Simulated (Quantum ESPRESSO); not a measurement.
# FePt (Tetraferroplatinum): orders under volume, part 2 of 2

Wanted: the trend of the moments of FePt (Tetraferroplatinum) with volume.

Quantum ESPRESSO 7.5; PBE; plane waves with GBRV 1.5 PBE potentials, no spin-orbit coupling.

So far, absolute magnetization (μB): step 2 (volume 0.92, ferro +) 3.40; step 5 (cell volume +17.4 %, value 1.08 factor) 3.66.

## Step 6: What a mistake does

Level of this step: PBE with U = 25 eV on Fe d (ortho-atomic projectors); plane waves with GBRV 1.5 PBE potentials, no spin-orbit coupling (Quantum ESPRESSO).

One input was spoiled on purpose, to see how the program answers.

pw.in reads:

```
&CONTROL
  calculation = 'scf'
  prefix = 'pwscf'
  outdir = './tmp'
  pseudo_dir = './pseudo'
  disk_io = 'nowf'
  tprnfor = .true.
  tstress = .true.
/
&SYSTEM
  ibrav = 0
  nat = 2
  ntyp = 2
  ecutwfc = 40
  ecutrho = 280
  nbnd = 24
  occupations = 'smearing'
  smearing = 'fd'
  degauss = 0.00367493
  nspin = 2
  starting_magnetization(1) = 0.175
  starting_magnetization(2) = 0
/
&ELECTRONS
  conv_thr = 4d-09
  electron_maxstep = 100
  mixing_beta = 0.3
/
ATOMIC_SPECIES
Fe     55.8450 fe_pbe_v1.5.uspp.F.UPF
Pt    195.0840 pt_pbe_v1.4.uspp.F.UPF
CELL_PARAMETERS angstrom
   2.7235000000    0.0000000000    0.0000000000
   0.0000000000    2.7235000000    0.0000000000
   0.0000000000    0.0000000000    3.7200000000
ATOMIC_POSITIONS crystal
Fe      0.0000000000    0.0000000000    0.0000000000
Pt      0.5000000000    0.5000000000    0.5000000000
K_POINTS automatic
10 10 10 0 0 0
HUBBARD {ortho-atomic}
U Fe-3d 25.0000
```

Command:

```sh
$ OMP_NUM_THREADS=1 mpirun -n 2 pw.x -nk 2 -in pw.in > pw.out
```

What it wrote:

```text
[banner, memory and clock lines left out]
Program PWSCF v.7.5 starts

     Message from routine setup:
     using ibrav=0 with symmetry is DISCOURAGED, use correct ibrav instead

     bravais-lattice index     =            0
     lattice parameter (alat)  =       5.1467  a.u.
     unit-cell volume          =     186.2063 (a.u.)^3
     number of atoms/cell      =            2
     number of atomic types    =            2
     number of electrons       =        32.00
     number of Kohn-Sham states=           24
     kinetic-energy cutoff     =      40.0000  Ry
     charge density cutoff     =     280.0000  Ry
     scf convergence threshold =      4.0E-09
     mixing beta               =       0.3000
     number of iterations used =            8  plain     mixing
     Exchange-correlation=  SLA  PW   PBX  PBC
                           (   1   4   3   4   0   0   0)
     Hubbard projectors: ortho-atomic
     Hubbard parameters of DFT+U (Dudarev formulation) in eV:
     U(Fe-3d) = 25.0000

     Internal variables: lda_plus_u =T, lda_plus_u_kind = 0

     Internal variables: orbital_resolved =F, hub_pot_fix =F, apply_U = F

     [... lines left out ...]
     PseudoPot. # 1 for Fe read from file:
     fe_pbe_v1.5.uspp.F.UPF
     Pseudo is Ultrasoft + core correction, Zval = 16.0

     PseudoPot. # 2 for Pt read from file:
     pt_pbe_v1.4.uspp.F.UPF
     Pseudo is Ultrasoft + core correction, Zval = 16.0

     atomic species   valence    mass     pseudopotential
     Fe               16.00    55.84500     Fe( 1.00)
     Pt               16.00   195.08400     Pt( 1.00)

     Starting magnetic structure
     atomic species   magnetization
     Fe              0.175
     Pt              0.000

     16 Sym. Ops., with inversion, found

   Cartesian axes

     site n.     atom                  positions (alat units)
         1        Fe     tau(   1) = (   0.0000000   0.0000000   0.0000000  )
         2        Pt     tau(   2) = (   0.5000000   0.5000000   0.6829447  )

     number of k points=   126  Fermi-Dirac smearing, width (Ry)=  0.0037

     Number of k-points >= 100: set verbosity='high' to print them.

     Dense  grid:    14725 G-vectors     FFT dimensions: (  27,  27,  40)

     Smooth grid:     6385 G-vectors     FFT dimensions: (  24,  24,  30)

     Check: negative core charge=   -0.000027
     Generating pointlists ...
     new r_m :   0.4055 (alat units)  2.0870 (a.u.) for type    1
     new r_m :   0.4055 (alat units)  2.0870 (a.u.) for type    2

     Initial potential from superposition of free atoms

     starting charge      30.5000, renormalised to      32.0000

     negative rho (up, down):  9.890E-02 9.898E-02

     STARTING HUBBARD OCCUPATIONS:

     =================== HUBBARD OCCUPATIONS ===================
     ------------------------ ATOM    1 ------------------------
     Tr[ns(  1)] (up, down, total) =   5.00000  0.00000  5.00000
     Atomic magnetic moment for atom   1 =   5.00000
     [... lines left out ...]
     Number of occupied Hubbard levels =    5.0000

     Atomic wfc used for Hubbard projectors are orthogonalized

     Starting wfcs are   25 randomized atomic wfcs

     Self-consistent Calculation

     iteration #  1     ecut=    40.00 Ry     beta= 0.30
     Davidson diagonalization with overlap
     ethr =  1.00E-02,  avg # of iterations =  4.2

     =================== HUBBARD OCCUPATIONS ===================
     ------------------------ ATOM    1 ------------------------
     Tr[ns(  1)] (up, down, total) =   4.93897  0.16836  5.10733
     Atomic magnetic moment for atom   1 =   4.77061
     [... lines left out ...]
     Number of occupied Hubbard levels =    5.1073

     negative rho (up, down):  9.370E-02 9.343E-02

     total energy              =    -460.28399304 Ry
     estimated scf accuracy    <       2.26075292 Ry

     total magnetization       =     4.84 Bohr mag/cell
     absolute magnetization    =     4.91 Bohr mag/cell

     [... further iterations left out ...]

     iteration # 11     ecut=    40.00 Ry     beta= 0.30
     Davidson diagonalization with overlap
     ethr =  6.46E-11,  avg # of iterations =  2.1

     negative rho (up, down):  9.028E-02 8.893E-02

     Magnetic moment per site  (integrated on atomic sphere of radius R)
     atom   1 (R=0.406)  charge= 14.1970  magn=  4.8169
     atom   2 (R=0.406)  charge= 14.0050  magn=  0.0748

     End of self-consistent calculation

     =================== HUBBARD OCCUPATIONS ===================
     ------------------------ ATOM    1 ------------------------
     Tr[ns(  1)] (up, down, total) =   4.99018  0.14434  5.13452
     Atomic magnetic moment for atom   1 =   4.84583
     [... lines left out ...]
     Number of occupied Hubbard levels =    5.1345

     Number of k-points >= 100: set verbosity='high' to print the bands.

     the Fermi energy is    23.3411 ev

!    total energy              =    -460.48541780 Ry
     estimated scf accuracy    <          2.0E-09 Ry
     smearing contrib. (-TS)   =      -0.00034717 Ry
     internal energy E=F+TS    =    -460.48507063 Ry

     The total energy is F=E-TS. E is the sum of the following terms:
     one-electron contribution =    -140.20471128 Ry
     hartree contribution      =      92.06366623 Ry
     xc contribution           =     -86.20771926 Ry
     ewald contribution        =    -326.27341122 Ry
     Hubbard energy            =       0.13710490 Ry

     total magnetization       =     4.91 Bohr mag/cell
     absolute magnetization    =     5.05 Bohr mag/cell

     convergence has been achieved in  11 iterations

     negative rho (up, down):  9.028E-02 8.893E-02

     Forces acting on atoms (cartesian axes, Ry/au):

     atom    1 type  1   force =     0.00000000    0.00000000    0.00000000
     atom    2 type  2   force =     0.00000000    0.00000000    0.00000000

     Total force =     0.000000     Total SCF correction =     0.000000

     Computing stress (Cartesian axis) and pressure

     negative rho (up, down):  9.028E-02 8.893E-02
          total   stress  (Ry/bohr**3)                   (kbar)     P=      545.64
   0.00398793   0.00000000   0.00000000          586.64        0.00        0.00
   0.00000000   0.00398793   0.00000000            0.00      586.64        0.00
   0.00000000   0.00000000   0.00315162            0.00        0.00      463.62
```

The job ended after 25 s (2 MPI ranks of Intel Xeon 6975P-C (Granite Rapids), shared host; peak memory 0.27 GiB).

Convergence was reached, yet the input spoils the result.

The fault in the input: an enormous U.

## Step 7: All points

The runs not shown differ from these in the moved quantity alone.

States, by row:

| volume | ferro + | antiferro q=(0,1/2,0) +- | no spin polarisation |
| --- | --- | --- | --- |
| 0.92 | ferromagnetic | antiferromagnetic | non-magnetic |
| 0.96 | ferromagnetic | antiferromagnetic | non-magnetic |
| 1 | ferromagnetic | antiferromagnetic | non-magnetic |
| 1.04 | ferromagnetic | antiferromagnetic | non-magnetic |
| 1.08 | ferromagnetic | antiferromagnetic | non-magnetic |

Table of largest site moment by volume:

| volume (factor) | ferro + (μB) | antiferro q=(0,1/2,0) +- (μB) |
| --- | --- | --- |
| 0.9200 | 2.88 | 2.75 |
| 0.9600 | 2.95 | 2.87 |
| 1.0000 | 3.01 | 2.97 |
| 1.0400 | 3.08 | 3.05 |
| 1.0800 | 3.13 | 3.13 |

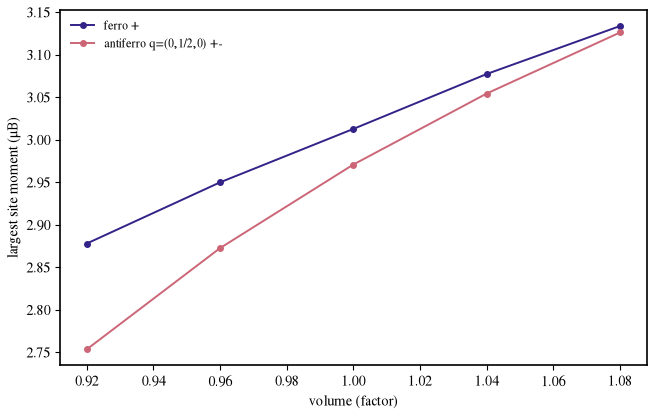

Largest site moment against volume.

The energy less that of the parallel start by volume; values in meV a seeded atom:

| volume (factor) | antiferro q=(0,1/2,0) +- | no spin polarisation |
| --- | --- | --- |
| 0.9200 | -3.27 | 547 |
| 0.9600 | 15.3 | 679 |
| 1.0000 | 27.6 | 801 |
| 1.0400 | 36.1 | 914 |
| 1.0800 | 42.3 | 1020 |

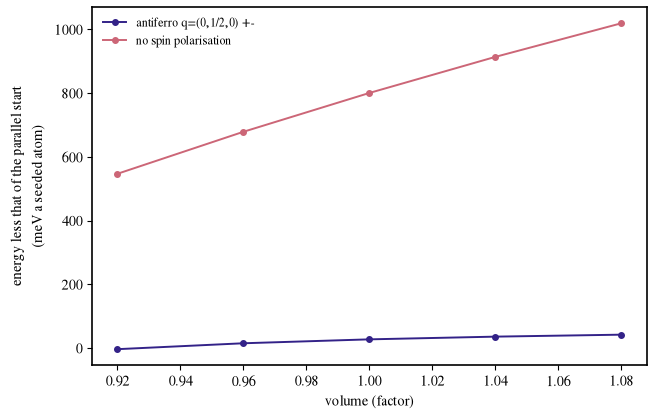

Energy less that of the parallel start against volume.

The energy over the lowest by volume; values in meV an atom:

| volume (factor) | ferro + | antiferro q=(0,1/2,0) +- | no spin polarisation |
| --- | --- | --- | --- |
| 0.9200 | 99.0 | 97.4 | 373 |
| 0.9600 | 29.8 | 37.4 | 369 |
| 1.0000 | 0 | 13.8 | 400 |
| 1.0400 | 1.16 | 19.2 | 458 |
| 1.0800 | 26.6 | 47.8 | 536 |

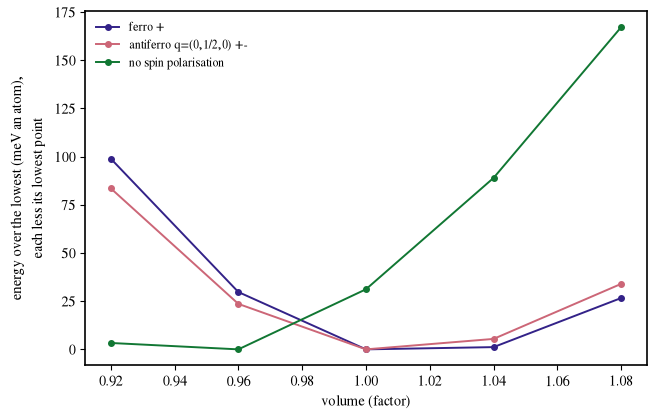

Energy over the lowest against volume. Each curve is drawn from its own lowest point.

## Step 8: Summary of results

| Item | Value |
| --- | --- |
| moment, parallel start | 2.88 to 3.13 μB |
| states met from these starts | antiferromagnetic and ferromagnetic |

**Reading.** The moment of the parallel start goes from 2.88 μB at 0.92 to 3.13 μB at 1.08. The net moment of the cell goes from 3.25 to 3.46 μB. The radius of the spheres follows the nearest distance, so part of the change of the site moments is the spheres'. The largest moment of the start antiferro q=(0,1/2,0) +- lies between 2.75 and 3.13 μB. The start antiferro q=(0,1/2,0) +- crosses the parallel one in energy within the series: it lies lower at 0.92.

[Logs and program files are shortened in this print: banners, set-up blocks, solver, clock and traceback lines can be left out without a mark of their own.]

[Logs are printed without paths, hosts, clocks, repeated set-up lines and the standing remarks that a program may print on its own settings, such as how far it seeks lower states.]

[Hosts, paths, dates, database ids (printed as entryN), source tags and the programs' standing remarks are cut or masked in the printed files.]

[Where a cell is said to come from a database of computed structures, the database is the Materials Project.]
